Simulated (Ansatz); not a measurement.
# BFH4O2Si: rigid torsion scan in Python

Aim: a rigid torsion scan, for BFH4O2Si, run from a script.

Program: the Python package of Ansatz 0.2.0. Level of theory: r2SCAN0/def2-SVP. These are calculated values, not measurements.

## 1. The system

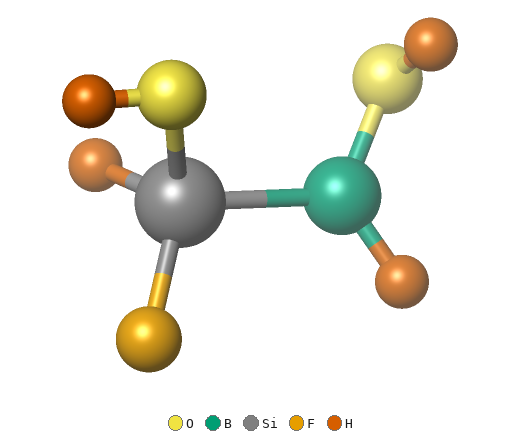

The structure that the script starts from, seen from a chosen angle (oxygen yellow, boron teal, silicon grey, fluorine amber, hydrogen orange).

No structure file is read: the coordinates are typed or built in the script.

## 2. Script

Input file torsion_bfh4o2si.py:

```python
"""Rigid torsion scan of BFH4O2Si."""

import ansatz as az
from ase import Atoms


def main() -> None:
    atoms = Atoms(["O", "B", "Si", "O", "F", "H", "H", "H", "H"], positions=[
        (-0.1118, 0.3296, 2.147),
        (-0.6482, 0.705, 0.7981),
        (-0.2337, -0.4307, -0.7205),
        (1.5782, -0.4842, -0.894),
        (-0.8948, 0.1869, -2.1269),
        (0.7113, 0.8548, 2.207),
        (-1.2863, 1.6699, 0.6387),
        (-0.6815, -1.7692, -0.4691),
        (1.6551, -1.1085, -1.5975),
    ])

    # relax first, so that the scan starts from a minimum
    first = (
        az.Crystal.molecule_from_ase(atoms).calculation()
        .basis(gaussian="def2-SVP")
        .functional("r2scan0")
        .relax(force_tolerance=0.02, max_steps=80)
    )
    atoms.positions = first.run(threads=1, pin="off").report["positions_ang"]

    start = atoms.get_dihedral(3, 2, 1, 0)
    energies = {}
    for turn in range(0, 360, 30):
        turned = atoms.copy()
        turned.set_dihedral(3, 2, 1, 0, start + turn, indices=[0, 1, 5, 6])
        calculation = (
            az.Crystal.molecule_from_ase(turned).calculation()
            .basis(gaussian="def2-SVP")
            .functional("r2scan0")
        )
        energies[round((start + turn) % 360)] = calculation.run(threads=1, pin="off").report["free_energy_ev"]
    floor = min(energies.values())
    print("dihedral O3-Si2-B1-O0 (deg)   E - E(min) (eV)")
    for angle, e in sorted(energies.items()):
        print(f"{angle:8d} {(e - floor):14.3f}  " + "#" * int(30 * (e - floor) / max(max(energies.values()) - floor, 1e-9)))


if __name__ == "__main__":
    main()
```

## 3. What the engine is handed

The package turns the script's settings into the engine's input (first run):

```yaml
crystal:
  periodic: [false, false, false]
  atoms:
    - { symbol: O, position_ang: [-0.1118, 0.3296, 2.147] }
    - { symbol: B, position_ang: [-0.6482, 0.705, 0.7981] }
    - { symbol: Si, position_ang: [-0.2337, -0.4307, -0.7205] }
    - { symbol: O, position_ang: [1.5782, -0.4842, -0.894] }
    - { symbol: F, position_ang: [-0.8948, 0.1869, -2.1269] }
    - { symbol: H, position_ang: [0.7113, 0.8548, 2.207] }
    - { symbol: H, position_ang: [-1.2863, 1.6699, 0.6387] }
    - { symbol: H, position_ang: [-0.6815, -1.7692, -0.4691] }
    - { symbol: H, position_ang: [1.6551, -1.1085, -1.5975] }
basis:
  gaussian:
    orbitals: def2-SVP
hamiltonian:
  xc: r2scan0
relax:
  f_tol: 0.02
  max_steps: 80
```

## 4. Launch

Run with:

```
python torsion_bfh4o2si.py
```

Log:

```text
dihedral O3-Si2-B1-O0 (deg)   E - E(min) (eV)
      30          0.054  #############################
      60          0.055  ##############################
      90          0.037  ####################
     120          0.024  #############
     150          0.030  ################
     180          0.032  #################
     210          0.013  #######
     240          0.000
     270          0.015  ########
     300          0.036  ###################
     330          0.041  ######################
     360          0.044  ########################
```

Run time: 4.9 min. Hardware: 1 thread of Intel Xeon Platinum 8259CL at 2.50GHz (Skylake/Cascade Lake), shared host; peak memory 0.29 GiB.

## 5. How the relaxation of run 0 went

The steps of the relaxation:

```csv
step,E - E(step 1) (eV),largest force component (eV/Å)
1,0.0000,3.8538
2,-0.6663,2.3733
3,-1.0119,3.1064
4,-1.4007,1.1832
5,-1.5601,0.6218
6,-1.6109,0.3666
7,-1.6226,0.9203
8,-1.6468,0.2852
9,-1.6515,0.1640
10,-1.6519,0.2718
11,-1.6553,0.1219
12,-1.6567,0.1688
13,-1.6577,0.1674
14,-1.6580,0.1607
15,-1.6588,0.0935
16,-1.6592,0.0465
17,-1.6593,0.0119
```

Step 1 is the start.

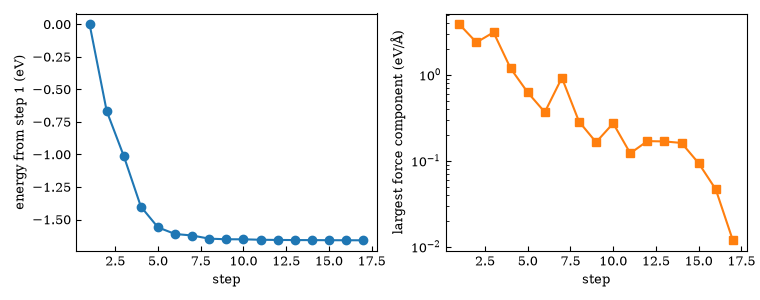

Energy and largest force along the relaxation.

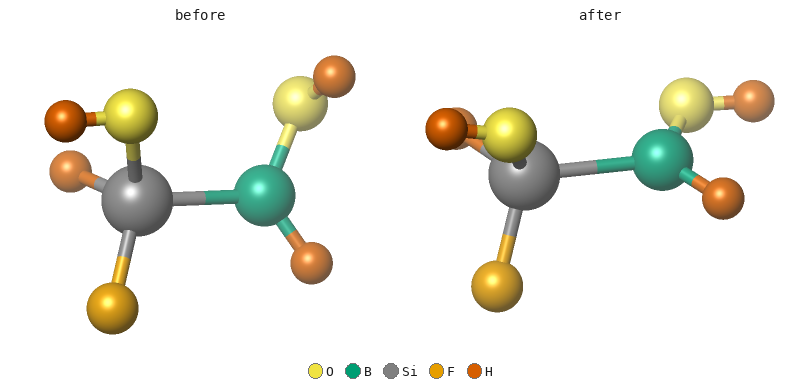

Before and after, at one scale.

Before: Bond lengths: O1–B2 1.499 Å, B2–Si3 1.941 Å, Si3–O4 1.821 Å, Si3–F5 1.672 Å, O1–H6 0.978 Å, B2–H7 1.168 Å, Si3–H8 1.434 Å, O4–H9 0.944 Å. Angles: O1–B2–Si3 118.7°, O1–B2–H7 121.7°, Si3–B2–H7 119.6°, B2–O1–H6 102.8°, B2–Si3–O4 107.7°, B2–Si3–F5 110.9°, B2–Si3–H8 110.0°, O4–Si3–F5 108.9°, O4–Si3–H8 107.5°, F5–Si3–H8 111.6°, Si3–O4–H9 99.9°.

After: Bond lengths: O1–B2 1.345 Å, B2–Si3 2.016 Å, Si3–O4 1.650 Å, Si3–F5 1.627 Å, O1–H6 0.960 Å, B2–H7 1.211 Å, Si3–H8 1.488 Å, O4–H9 0.957 Å. Angles: O1–B2–Si3 118.4°, O1–B2–H7 119.9°, Si3–B2–H7 121.7°, B2–O1–H6 113.8°, B2–Si3–O4 106.9°, B2–Si3–F5 108.8°, B2–Si3–H8 116.4°, O4–Si3–F5 109.1°, O4–Si3–H8 110.5°, F5–Si3–H8 104.9°, Si3–O4–H9 118.7°.

Run 0 is this relaxation; the runs after it count from 1.

## 6. What each run gave

One row for each of the 12 runs:

```
run  turn (°)  energy from run 1 (eV)  SCF cycles  CPU time (s)
  1         0                  0.0000          15           7.2
  2        30                  0.0148          16           7.8
  3        60                  0.0357          16           7.6
  4        90                  0.0410          16           7.2
  5       120                  0.0440          16           7.3
  6       150                  0.0543          16           7.4
  7       180                  0.0546          16           7.7
  8       210                  0.0374          16           7.9
  9       240                  0.0244          16           8.1
 10       270                  0.0304          16           8.1
 11       300                  0.0321          16           8.3
 12       330                  0.0129          15           7.7
```

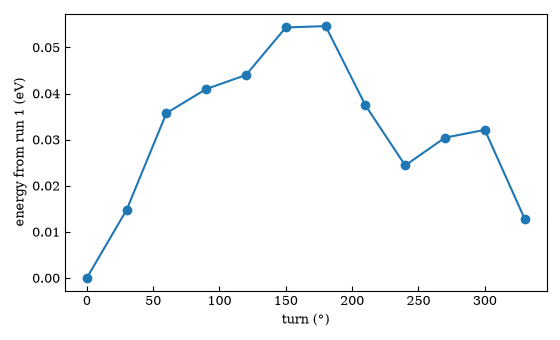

Energy against turn; lines join the points.

## 7. What came out

```
              quantity     value
         runs compared        12
       range of energy  0.055 eV
lowest point, turn (°)         0
```

What this shows: The lowest point lies at a turn of 0°, the highest 0.055 eV (5.3 kJ/mol) above it at 180°. The grid can miss the true lowest and highest points, and the rest of the molecule is held rigid. Run 0: The relaxation took 16 moves; the largest shift is 1.293 Å, of atom 6 (H). So large a move can change the bonding: the results belong to the relaxed structure. The scan is rigid and the energies are electronic, in a modest basis. With rigid groups the curve can differ much from the relaxed path, the start wasn't checked as a minimum of this torsion, and equivalent turns needn't return to the same energy.
